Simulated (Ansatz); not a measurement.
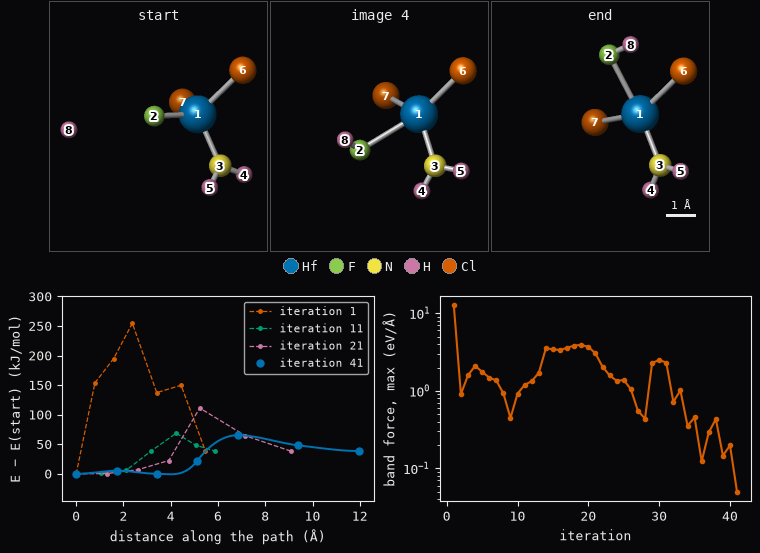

A nudged-elastic-band calculation for HfNH$_{3}$Cl$_{2}$F (multiplicity 2), made up at the start of HfNH2Cl2F and H. Images are numbered from 0 (start) to 6 (end). The plot follows the band through its iterations. A ball-and-stick model, seen at a tilt.

The calculation used UKS PBE0-D4/def2-SVP in Ansatz. Run with 5 movable images; climbing image; force threshold 0.05 eV/Å; iteration limit 60; starting path through a guess of the saddle point.

Question: Judge this run.

Answer: The run is converged, with reservations. The band converged in 41 iterations. The largest component of the band force went from 13 to 0.049 eV/Å. The climbing image converged on the top of the path. Its vibrational analysis gives one imaginary mode (206i cm⁻¹), as a transition state must have. The first iteration put the highest image at 254.7 kJ/mol. The energy climbs by 65.3 kJ/mol to image 4 and then falls by 26.7 kJ/mol, so the end point sits at +38.6 kJ/mol. The profile has 2 maxima (images 1, 4) with a dip at image 2 (+0.1 kJ/mol), so the process runs in steps.

Limits of the set-up: the start holds two separate molecules, 3.3 Å apart at their closest, whose relative position is a soft coordinate.

The run took 6.7 min on 4 threads of Intel(R) Xeon(R) 6975P-C (Granite Rapids), with other jobs on the host, peak memory 0.42 GiB.
